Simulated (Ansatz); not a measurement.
# CH₅InO: one species, many methods

Aim: compute CH₅InO with functionals from several rungs and with coupled cluster. The yardstick is the atomisation energy at the CCSD(T) limit.

Computed with Ansatz 0.2.0, Gaussian basis. Level: functionals in def2-TZVPP, the program's frozen cores in correlated methods.

Plan: LDA (SPW92), PBE-D4, revPBE-D4, BLYP-D4, r2SCAN-D4, B97M-V, PBE0-D4, B3LYP-D4, r2SCANh-D4, r2SCAN0-D4, HSE06-D4, BHLYP-D4, CAM-B3LYP-D4, LC-ωPBE, ωB97X-V, ωB97M-V, B2PLYP, PBE-QIDH; CCSD(T)/def2-SVP; CCSD(T)/def2-TZVPP; MP2/def2-QZVPP; extrapolation to the limit; RPA on PBE.

1 further run of the same task is left out (for a known fault of the program).

### Step 1. The geometry

The geometry comes from an earlier relaxation with PBE0-D4 in a triple-zeta def2 set; it is a stationary point, not always the lowest conformer. In takes the def2 core potential; no spin-orbit term is included.

SMILES `C[O][InH2]`, 8 atoms, charge 0, spin multiplicity 1.

Atoms are counted from 1 here; the program's logs count them from 0.

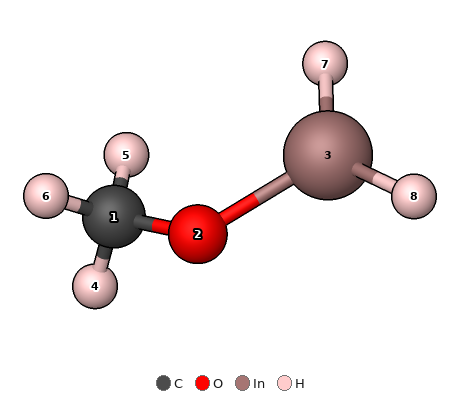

The structure; carbon dark grey, oxygen red, indium brown, hydrogen pink; atoms are numbered from 1 in the order of the file.

Geometry (Å):

```mol
CH5InO
  3D, bonds by distance, orders not assigned

  8  7  0  0  0  0  0  0  0  0999 V2000
   -0.5999    1.0700   -0.3936 C   0  0
   -0.7728   -0.1703    0.2271 O   0  0
    0.7052   -1.4566    0.5569 In  0  0
   -1.2208    1.1356   -1.2966 H   0  0
    0.4393    1.2740   -0.6951 H   0  0
   -0.9101    1.8810    0.2784 H   0  0
    2.2112   -0.8674   -0.0090 H   0  0
    0.1478   -2.8664    1.3319 H   0  0
  1  2  8  0
  2  3  8  0
  1  4  8  0
  1  5  8  0
  1  6  8  0
  3  7  8  0
  3  8  8  0
M  END
```

### Step 2. LDA

This LDA is Slater exchange with PW92 correlation.

Contents of in.yaml:

```yaml
crystal:
  periodic: [false, false, false]
  atoms:
    - {symbol: C, position_ang: [-0.599876, 1.070029, -0.393565]}
    - {symbol: O, position_ang: [-0.772833, -0.170293, 0.227097]}
    - {symbol: In, position_ang: [0.705187, -1.456603, 0.556939]}
    - {symbol: H, position_ang: [-1.220779, 1.135606, -1.296630]}
    - {symbol: H, position_ang: [0.439320, 1.274031, -0.695120]}
    - {symbol: H, position_ang: [-0.910056, 1.881009, 0.278382]}
    - {symbol: H, position_ang: [2.211226, -0.867397, -0.008997]}
    - {symbol: H, position_ang: [0.147801, -2.866382, 1.331893]}
basis:
  gaussian: {orbitals: def2-TZVPP}
hamiltonian: {xc: lda}
output: {orbitals: {seedname: orbitals}}
```

Launch:

```bash
> ansatz run in.yaml --threads 4 --pin off --events-out ev --progress --plain --max-ram 10444MiB
```

The log of the run:

```text
Functional definition: SPW92
  name "SPW92"
  cite "Dirac, Proc. Camb. Phil. Soc. 26, 376 (1930) doi:10.1017/S0305004100016108"
  cite "Slater, Phys. Rev. 81, 385 (1951) doi:10.1103/PhysRev.81.385"
  cite "Perdew & Wang, Phys. Rev. B 45, 13244 (1992) doi:10.1103/PhysRevB.45.13244"
  exchange = slater_x
  correlation = pw_c
1014 factors; their error is unknown
mean field evaluation 1: about -8294.8510 eV, gradient 7.3e1 eV
mean field evaluation 2: about -8119.3504 eV, gradient 2.3e2 eV
mean field evaluation 4: about -8304.9425 eV, gradient 2.5e1 eV
mean field evaluation 8: about -8305.9403 eV, gradient 1.6e-1 eV
mean field evaluation 16: about -8305.9265 eV, gradient 1.7e-4 eV
mean field -8305.92648012 eV, -305.2371681854 hartree, gradient 2.1e-5 eV, S^2 0.000000; 0 other end points of the search recorded, 0 dependent functions left out
reference -8305.92653392 eV, -305.2371701622 hartree; 20, 20 occupied and 162, 162 virtual orbitals, 1014 factors
Total energy: -8305.92653392 eV, -305.2371701622 hartree
```

Run time: 0.7 s. Hardware: 4 threads of Arm Neoverse V2, shared host.

With the free atoms at this level, -8276.878 eV in sum, the atomisation energy is 669.9 kcal/mol. HOMO -6.07 eV, LUMO -2.46 eV.

### Step 3. PBE-D4 (GGA)

in.yaml, as its differences from that of step 2:

```diff
@@ -13,3 +13,3 @@
   gaussian: {orbitals: def2-TZVPP}
-hamiltonian: {xc: lda}
-output: {orbitals: {seedname: orbitals}}
+hamiltonian: {xc: pbe, dispersion: d4}
+output: {forces: true, orbitals: {seedname: orbitals}}
```

Same command.

The log of the run (excerpt; [...] marks lines left out):

```text
Functional definition: PBE
  name "PBE"
  cite "Perdew, Burke & Ernzerhof, Phys. Rev. Lett. 77, 3865 (1996) doi:10.1103/PhysRevLett.77.3865"
  parent pbe
[...]
1014 factors; their error is unknown
[...]
mean field -8336.33619924 eV, -306.3547047503 hartree, gradient 3.7e-5 eV, S^2 0.000000; 0 other end points of the search recorded, 0 dependent functions left out
[...]
reference -8336.33625832 eV, -306.3547069216 hartree; 20, 20 occupied and 162, 162 virtual orbitals, 1014 factors
Total energy: -8336.45482047 eV, -306.3590640004 hartree
Atom 0 at    -0.599876     1.070029    -0.393565 Å, force     0.087656     0.232683    -0.127093 eV/Å
Atom 1 at    -0.772833    -0.170293     0.227097 Å, force    -0.441340    -0.204884     0.181041 eV/Å
Atom 2 at     0.705187    -1.456603     0.556939 Å, force     0.299291    -0.268008     0.070358 eV/Å
Atom 3 at    -1.220779     1.135606    -1.296630 Å, force    -0.136323     0.021035    -0.192389 eV/Å
Atom 4 at     0.439320     1.274031    -0.695120 Å, force     0.214498     0.065452    -0.072892 eV/Å
Atom 5 at    -0.910056     1.881009     0.278382 Å, force    -0.071373     0.178026     0.138787 eV/Å
Atom 6 at     2.211226    -0.867397    -0.008997 Å, force     0.116327     0.070810    -0.056047 eV/Å
Atom 7 at     0.147801    -2.866382     1.331893 Å, force    -0.068738    -0.095115     0.058235 eV/Å
Dipole moment:     0.277739    -0.073408    -0.017661 e Å
```

Run time: 1.3 s. Hardware: 4 threads of Arm Neoverse V2, shared host.

Atomisation energy: 588.6 kcal/mol (free atoms -8310.931 eV, run apart). HOMO -5.90 eV, LUMO -2.22 eV.

### Step 4. revPBE-D4 (GGA)

in.yaml, as its differences from that of step 3:

```diff
@@ -13,3 +13,3 @@
   gaussian: {orbitals: def2-TZVPP}
-hamiltonian: {xc: pbe, dispersion: d4}
-output: {forces: true, orbitals: {seedname: orbitals}}
+hamiltonian: {xc: {name: revPBE}, dispersion: d4}
+output: {orbitals: {seedname: orbitals}}
```

Same command.

The log of the run:

```text
Functional definition: revPBE
  name "revPBE"
  cite "Zhang & Yang, Phys. Rev. Lett. 80, 890 (1998) doi:10.1103/PhysRevLett.80.890"
  cite "Perdew, Burke & Ernzerhof, Phys. Rev. Lett. 77, 3865 (1996) doi:10.1103/PhysRevLett.77.3865"
  parameter kappa = 1.245
  parameter beta = 0.06672455060314922
  exchange = pbe_x(kappa = kappa, mu = beta*pi^2/3)
  correlation = pbe_c(beta = beta)
1014 factors; their error is unknown
mean field evaluation 1: about -8330.3501 eV, gradient 7.0e1 eV
mean field evaluation 2: about -8166.6232 eV, gradient 2.2e2 eV
mean field evaluation 4: about -8339.6369 eV, gradient 2.3e1 eV
mean field evaluation 8: about -8340.5382 eV, gradient 1.3e-1 eV
mean field evaluation 16: about -8340.5242 eV, gradient 1.9e-4 eV
mean field -8340.52417983 eV, -306.5086101983 hartree, gradient 3.3e-5 eV, S^2 0.000000; 0 other end points of the search recorded, 0 dependent functions left out
reference -8340.52425471 eV, -306.5086129502 hartree; 20, 20 occupied and 162, 162 virtual orbitals, 1014 factors
Total energy: -8340.88547283 eV, -306.5218874712 hartree
```

Run time: 1.1 s. Hardware: 4 threads of Arm Neoverse V2, shared host.

Atomisation energy: 573.5 kcal/mol (free atoms -8316.018 eV, run apart). HOMO -5.83 eV, LUMO -2.12 eV.

### Step 5. BLYP-D4 (GGA)

in.yaml, as its differences from that of step 4:

```diff
@@ -13,3 +13,3 @@
   gaussian: {orbitals: def2-TZVPP}
-hamiltonian: {xc: {name: revPBE}, dispersion: d4}
+hamiltonian: {xc: {name: BLYP}, dispersion: d4}
 output: {orbitals: {seedname: orbitals}}
```

The command is unchanged.

The log of the run:

```text
Functional definition: BLYP
  name "BLYP"
  cite "Becke, Phys. Rev. A 38, 3098 (1988) doi:10.1103/PhysRevA.38.3098"
  cite "Lee, Yang & Parr, Phys. Rev. B 37, 785 (1988) doi:10.1103/PhysRevB.37.785"
  parameter beta = 0.0042
  parameter a = 0.04918
  parameter b = 0.132
  parameter c = 0.2533
  parameter d = 0.349
  exchange = b88_x(beta = beta)
  correlation = lyp_c(a = a, b = b, c = c, d = d)
1014 factors; their error is unknown
mean field evaluation 1: about -8326.2837 eV, gradient 7.5e1 eV
mean field evaluation 2: about -8141.6451 eV, gradient 2.3e2 eV
mean field evaluation 4: about -8336.9560 eV, gradient 2.4e1 eV
mean field evaluation 8: about -8337.9492 eV, gradient 1.6e-1 eV
mean field evaluation 16: about -8337.9344 eV, gradient 1.5e-4 eV
mean field -8337.93443841 eV, -306.4134389567 hartree, gradient 1.9e-5 eV, S^2 0.000000; 0 other end points of the search recorded, 0 dependent functions left out
reference -8337.93483829 eV, -306.4134536521 hartree; 20, 20 occupied and 162, 162 virtual orbitals, 1014 factors
Total energy: -8338.19584758 eV, -306.4230455665 hartree
```

Wall time 1.2 s (4 threads of Arm Neoverse V2, shared host).

Atomisation energy: 579.0 kcal/mol (free atoms -8313.090 eV, run apart). HOMO -5.83 eV, LUMO -2.20 eV.

### Step 6. r2SCAN-D4 (meta-GGA)

in.yaml, as its differences from that of step 5:

```diff
@@ -13,3 +13,3 @@
   gaussian: {orbitals: def2-TZVPP}
-hamiltonian: {xc: {name: BLYP}, dispersion: d4}
-output: {orbitals: {seedname: orbitals}}
+hamiltonian: {xc: r2scan, dispersion: d4}
+output: {forces: true, orbitals: {seedname: orbitals}}
```

The command is unchanged.

The log of the run (excerpt; [...] marks lines left out):

```text
Functional definition: r2SCAN
  name "r2SCAN"
  cite "Furness, Kaplan, Ning, Perdew & Sun, J. Phys. Chem. Lett. 11, 8208 (2020) doi:10.1021/acs.jpclett.0c02405"
  cite "Furness, Kaplan, Ning, Perdew & Sun, J. Phys. Chem. Lett. 11, 9248 (2020) doi:10.1021/acs.jpclett.0c03077"
  parent r2scan
[...]
1014 factors; their error is unknown
[...]
mean field -8340.33169478 eV, -306.5015365034 hartree, gradient 1.7e-5 eV, S^2 0.000000; 0 other end points of the search recorded, 0 dependent functions left out
[...]
reference -8340.33171174 eV, -306.5015371264 hartree; 20, 20 occupied and 162, 162 virtual orbitals, 1014 factors
Total energy: -8340.35957290 eV, -306.5025610053 hartree
Atom 0 at    -0.599876     1.070029    -0.393565 Å, force     0.054225     0.279440    -0.142827 eV/Å
Atom 1 at    -0.772833    -0.170293     0.227097 Å, force    -0.130115    -0.210842     0.124827 eV/Å
Atom 2 at     0.705187    -1.456603     0.556939 Å, force     0.125254    -0.107017     0.026980 eV/Å
Atom 3 at    -1.220779     1.135606    -1.296630 Å, force    -0.001089    -0.005176     0.007222 eV/Å
Atom 4 at     0.439320     1.274031    -0.695120 Å, force     0.001565    -0.001010     0.000478 eV/Å
Atom 5 at    -0.910056     1.881009     0.278382 Å, force    -0.002974    -0.008472    -0.000152 eV/Å
Atom 6 at     2.211226    -0.867397    -0.008997 Å, force    -0.040583     0.002340     0.006319 eV/Å
Atom 7 at     0.147801    -2.866382     1.331893 Å, force    -0.006282     0.050736    -0.022847 eV/Å
Dipole moment:     0.299677    -0.089840    -0.014048 e Å
```

Run time: 2.5 s. Hardware: 4 threads of Arm Neoverse V2, shared host.

With the free atoms at this level, -8315.055 eV in sum, the atomisation energy is 583.5 kcal/mol. HOMO -6.14 eV, LUMO -1.94 eV.

### Step 7. B97M-V (meta-GGA)

in.yaml, as its differences from that of step 6:

```diff
@@ -13,3 +13,3 @@
   gaussian: {orbitals: def2-TZVPP}
-hamiltonian: {xc: r2scan, dispersion: d4}
-output: {forces: true, orbitals: {seedname: orbitals}}
+hamiltonian: {xc: {name: B97M-V}}
+output: {orbitals: {seedname: orbitals}}
```

Same command.

The log of the run (excerpt; [...] marks lines left out):

```text
Functional definition: B97M-V
  name "B97M-V"
  cite "Mardirossian & Head-Gordon, J. Chem. Phys. 142, 074111 (2015) doi:10.1063/1.4907719"
  cite "Becke, J. Chem. Phys. 107, 8554 (1997) doi:10.1063/1.475007"
  cite "Vydrov & Van Voorhis, J. Chem. Phys. 133, 244103 (2010) doi:10.1063/1.3521275"
  # Of w^i u^j: cxij and so on, Table III.
[...]
  gx(w, u) = cx00 + cx01*u + cx02*u^2 + (cx10 + cx11*u)*w
  gss(w, u) = css00 + css02*u^2 + css10*w + (css32*w^3 + css42*w^4)*u^2
  gos(w, u) = cos00 + cos01*u + cos03*u^3 + cos10*w + cos32*w^3*u^2
[...]
      + integral(e_c_pw_mod_opposite_spin*gos(b97_w_opposite, b97_u_opposite)) + vv10(b, c)
1014 factors; their error is unknown
[...]
mean field -8339.69376613 eV, -306.4780930577 hartree, gradient 2.3e-5 eV, S^2 0.000000; 0 other end points of the search recorded, 0 dependent functions left out
reference -8339.69384568 eV, -306.4780959813 hartree; 20, 20 occupied and 162, 162 virtual orbitals, 1014 factors
Total energy: -8339.69384568 eV, -306.4780959813 hartree
```

Wall time 5.5 s (4 threads of Arm Neoverse V2, shared host); peak memory 0.26 GiB.

Atomisation energy: 586.5 kcal/mol (free atoms -8314.259 eV, run apart). HOMO -6.27 eV, LUMO -2.25 eV.

### Step 8. PBE0-D4 (hybrid)

in.yaml, as its differences from that of step 7:

```diff
@@ -13,3 +13,3 @@
   gaussian: {orbitals: def2-TZVPP}
-hamiltonian: {xc: {name: B97M-V}}
+hamiltonian: {xc: pbe0, dispersion: d4}
 output: {orbitals: {seedname: orbitals}}
```

Same command.

The log of the run:

```text
Functional definition: PBE0
  name "PBE0"
  cite "Adamo & Barone, J. Chem. Phys. 110, 6158 (1999) doi:10.1063/1.478522"
  cite "Perdew, Burke & Ernzerhof, Phys. Rev. Lett. 77, 3865 (1996) doi:10.1103/PhysRevLett.77.3865"
  parent pbe
  parameter a = 0.25
  parameter kappa = 0.804
  parameter beta = 0.06672455060314922
  exchange = (1 - a)*pbe_x(kappa = kappa, mu = beta*pi^2/3) + a*exact_x
  correlation = pbe_c(beta = beta)
1107 factors; their error is unknown
mean field evaluation 1: about -8329.5304 eV, gradient 5.9e1 eV
mean field evaluation 2: about -8272.0363 eV, gradient 1.6e2 eV
mean field evaluation 4: about -8336.2386 eV, gradient 9.9e0 eV
mean field evaluation 8: about -8336.4310 eV, gradient 1.2e-1 eV
mean field evaluation 16: about -8336.4743 eV, gradient 1.1e-4 eV
mean field -8336.47433575 eV, -306.3597811734 hartree, gradient 3.5e-5 eV, S^2 0.000000; 0 other end points of the search recorded, 0 dependent functions left out
reference -8336.47437726 eV, -306.3597826992 hartree; 20, 20 occupied and 162, 162 virtual orbitals, 1107 factors
Total energy: -8336.57415363 eV, -306.3634494131 hartree
```

It took 1.4 s on 4 threads of Arm Neoverse V2, shared host; peak memory 0.33 GiB.

Atomisation energy: 577.5 kcal/mol (free atoms -8311.531 eV, run apart). HOMO -7.29 eV, LUMO -1.52 eV.

### Step 9. B3LYP-D4 (hybrid)

B3LYP here takes the VWN-RPA correlation.

in.yaml, as its differences from that of step 8:

```diff
@@ -13,3 +13,3 @@
   gaussian: {orbitals: def2-TZVPP}
-hamiltonian: {xc: pbe0, dispersion: d4}
-output: {orbitals: {seedname: orbitals}}
+hamiltonian: {xc: {name: B3LYP}, dispersion: d4}
+output: {forces: true, orbitals: {seedname: orbitals}}
```

Same command.

The log of the run (excerpt; [...] marks lines left out):

```text
Functional definition: B3LYP
  name "B3LYP"
  cite "Stephens, Devlin, Chabalowski & Frisch, J. Phys. Chem. 98, 11623 (1994) doi:10.1021/j100096a001"
  cite "Becke, Phys. Rev. A 38, 3098 (1988) doi:10.1103/PhysRevA.38.3098"
  cite "Lee, Yang & Parr, Phys. Rev. B 37, 785 (1988) doi:10.1103/PhysRevB.37.785"
  cite "Vosko, Wilk & Nusair, Can. J. Phys. 58, 1200 (1980) doi:10.1139/p80-159"
[...]
1091 factors; their error is unknown
[...]
mean field -8342.19620192 eV, -306.5700558770 hartree, gradient 2.2e-5 eV, S^2 0.000000; 0 other end points of the search recorded, 0 dependent functions left out
[...]
reference -8342.19650042 eV, -306.5700668467 hartree; 20, 20 occupied and 162, 162 virtual orbitals, 1091 factors
Total energy: -8342.38883867 eV, -306.5771351470 hartree
Atom 0 at    -0.599876     1.070029    -0.393565 Å, force     0.001808     0.357406    -0.169870 eV/Å
Atom 1 at    -0.772833    -0.170293     0.227097 Å, force    -0.194304    -0.098618     0.083736 eV/Å
Atom 2 at     0.705187    -1.456603     0.556939 Å, force     0.184248    -0.198400     0.059140 eV/Å
Atom 3 at    -1.220779     1.135606    -1.296630 Å, force     0.028804     0.001587     0.040527 eV/Å
Atom 4 at     0.439320     1.274031    -0.695120 Å, force    -0.053073    -0.008900     0.014958 eV/Å
Atom 5 at    -0.910056     1.881009     0.278382 Å, force     0.013694    -0.033575    -0.033943 eV/Å
Atom 6 at     2.211226    -0.867397    -0.008997 Å, force     0.043367     0.022535    -0.019206 eV/Å
Atom 7 at     0.147801    -2.866382     1.331893 Å, force    -0.024543    -0.042034     0.024658 eV/Å
Dipole moment:     0.315648    -0.095486    -0.014396 e Å
```

Run time: 2.2 s. Hardware: 4 threads of Arm Neoverse V2, shared host; peak memory 0.38 GiB.

Atomisation energy: 579.8 kcal/mol (free atoms -8317.246 eV, run apart). HOMO -7.09 eV, LUMO -1.81 eV.

### Step 10. r2SCANh-D4 (hybrid)

in.yaml, as its differences from that of step 9:

```diff
@@ -13,3 +13,3 @@
   gaussian: {orbitals: def2-TZVPP}
-hamiltonian: {xc: {name: B3LYP}, dispersion: d4}
-output: {forces: true, orbitals: {seedname: orbitals}}
+hamiltonian: {xc: {name: r2SCANh}, dispersion: d4}
+output: {orbitals: {seedname: orbitals}}
```

Same command.

The log of the run (excerpt; [...] marks lines left out):

```text
Functional definition: r2SCANh
  name "r2SCANh"
  cite "Bursch, Neugebauer, Ehlert & Grimme, J. Chem. Phys. 156, 134105 (2022) doi:10.1063/5.0086040"
  cite "Furness, Kaplan, Ning, Perdew & Sun, J. Phys. Chem. Lett. 11, 8208 (2020) doi:10.1021/acs.jpclett.0c02405"
  cite "Furness, Kaplan, Ning, Perdew & Sun, J. Phys. Chem. Lett. 11, 9248 (2020) doi:10.1021/acs.jpclett.0c03077"
  parent r2scan
[...]
1014 factors; their error is unknown
[...]
mean field -8339.75939270 eV, -306.4805047898 hartree, gradient 5.1e-5 eV, S^2 0.000000; 0 other end points of the search recorded, 0 dependent functions left out
reference -8339.75940799 eV, -306.4805053519 hartree; 20, 20 occupied and 162, 162 virtual orbitals, 1014 factors
Total energy: -8339.78923292 eV, -306.4816013978 hartree
```

Wall time 2.5 s (4 threads of Arm Neoverse V2, shared host); peak memory 0.39 GiB.

Atomisation energy: 579.1 kcal/mol (free atoms -8314.677 eV, run apart). HOMO -6.67 eV, LUMO -1.70 eV.

### Step 11. r2SCAN0-D4 (hybrid)

in.yaml, as its differences from that of step 10:

```diff
@@ -13,3 +13,3 @@
   gaussian: {orbitals: def2-TZVPP}
-hamiltonian: {xc: {name: r2SCANh}, dispersion: d4}
+hamiltonian: {xc: {name: r2SCAN0}, dispersion: d4}
 output: {orbitals: {seedname: orbitals}}
```

Same command.

The log of the run (excerpt; [...] marks lines left out):

```text
Functional definition: r2SCAN0
  name "r2SCAN0"
  cite "Bursch, Neugebauer, Ehlert & Grimme, J. Chem. Phys. 156, 134105 (2022) doi:10.1063/5.0086040"
  cite "Furness, Kaplan, Ning, Perdew & Sun, J. Phys. Chem. Lett. 11, 8208 (2020) doi:10.1021/acs.jpclett.0c02405"
  cite "Furness, Kaplan, Ning, Perdew & Sun, J. Phys. Chem. Lett. 11, 9248 (2020) doi:10.1021/acs.jpclett.0c03077"
  parent r2scan
[...]
1107 factors; their error is unknown
[...]
mean field -8338.93530650 eV, -306.4502201807 hartree, gradient 4.2e-5 eV, S^2 0.000000; 0 other end points of the search recorded, 0 dependent functions left out
reference -8338.93531941 eV, -306.4502206549 hartree; 20, 20 occupied and 162, 162 virtual orbitals, 1107 factors
Total energy: -8338.96843528 eV, -306.4514376408 hartree
```

Wall time 2.4 s (4 threads of Arm Neoverse V2, shared host); peak memory 0.35 GiB.

Atomisation energy: 572.9 kcal/mol (free atoms -8314.124 eV, run apart). HOMO -7.48 eV, LUMO -1.35 eV.

### Step 12. HSE06-D4 (hybrid)

HSE06 is the plane-wave form, built on full-range PBE exchange.

in.yaml, as its differences from that of step 11:

```diff
@@ -13,3 +13,3 @@
   gaussian: {orbitals: def2-TZVPP}
-hamiltonian: {xc: {name: r2SCAN0}, dispersion: d4}
+hamiltonian: {xc: hse06, dispersion: d4}
 output: {orbitals: {seedname: orbitals}}
```

Launched as before.

The log of the run (excerpt; [...] marks lines left out):

```text
Functional definition: HSE06
  name "HSE06"
  cite "Heyd, Scuseria & Ernzerhof, J. Chem. Phys. 118, 8207 (2003) doi:10.1063/1.1564060"
  cite "Krukau, Vydrov, Izmaylov & Scuseria, J. Chem. Phys. 125, 224106 (2006) doi:10.1063/1.2404663"
  cite "Heyd & Scuseria, J. Chem. Phys. 120, 7274 (2004) doi:10.1063/1.1668634"
  cite "Ernzerhof & Perdew, J. Chem. Phys. 109, 3313 (1998) doi:10.1063/1.476928"
  cite "Perdew, Burke & Ernzerhof, Phys. Rev. Lett. 77, 3865 (1996) doi:10.1103/PhysRevLett.77.3865"
  parent pbe
[...]
  # The whole range is PBE's own exchange, as in plane waves. The composition of these papers is wPBEh.
[...]
1107 factors; their error is unknown
98 factors; integrals over basis functions are off by at most 6.5e-7 eV
[...]
mean field -8336.26609824 eV, -306.3521285860 hartree, gradient 3.0e-5 eV, S^2 0.000000; 0 other end points of the search recorded, 0 dependent functions left out
reference -8336.26615342 eV, -306.3521306139 hartree; 20, 20 occupied and 162, 162 virtual orbitals, 1107 factors
Total energy: -8336.35944148 eV, -306.3555588869 hartree
```

Wall time 1.5 s (4 threads of Arm Neoverse V2, shared host); peak memory 0.34 GiB.

Atomisation energy: 577.8 kcal/mol (free atoms -8311.304 eV, run apart). HOMO -6.88 eV, LUMO -1.88 eV.

### Step 13. BHLYP-D4 (hybrid)

in.yaml, as its differences from that of step 12:

```diff
@@ -13,3 +13,3 @@
   gaussian: {orbitals: def2-TZVPP}
-hamiltonian: {xc: hse06, dispersion: d4}
+hamiltonian: {xc: {name: BHLYP}, dispersion: d4}
 output: {orbitals: {seedname: orbitals}}
```

Same command.

The log of the run:

```text
Functional definition: BHLYP
  name "BHLYP"
  cite "Becke, J. Chem. Phys. 98, 1372 (1993) doi:10.1063/1.464304"
  cite "Becke, Phys. Rev. A 38, 3098 (1988) doi:10.1103/PhysRevA.38.3098"
  cite "Lee, Yang & Parr, Phys. Rev. B 37, 785 (1988) doi:10.1103/PhysRevB.37.785"
  parameter a = 0.5
  exchange = (1 - a)*b88_x + a*exact_x
  correlation = lyp_c
1218 factors; their error is unknown
mean field evaluation 1: about -8330.7387 eV, gradient 5.2e1 eV
mean field evaluation 2: about -8316.6522 eV, gradient 9.8e1 eV
mean field evaluation 4: about -8336.0281 eV, gradient 4.2e0 eV
mean field evaluation 8: about -8336.0646 eV, gradient 4.2e-2 eV
mean field evaluation 16: about -8336.1656 eV, gradient 3.1e-5 eV
mean field -8336.16561181 eV, -306.3484357781 hartree, gradient 3.1e-5 eV, S^2 0.000000; 0 other end points of the search recorded, 0 dependent functions left out
reference -8336.16580869 eV, -306.3484430131 hartree; 20, 20 occupied and 162, 162 virtual orbitals, 1218 factors
Total energy: -8336.31913884 eV, -306.3540777923 hartree
```

It took 1.6 s on 4 threads of Arm Neoverse V2, shared host; peak memory 0.34 GiB.

Atomisation energy: 562.6 kcal/mol (free atoms -8311.925 eV, run apart). HOMO -8.70 eV, LUMO -0.94 eV.

(Part 1 of 2 ends here.)
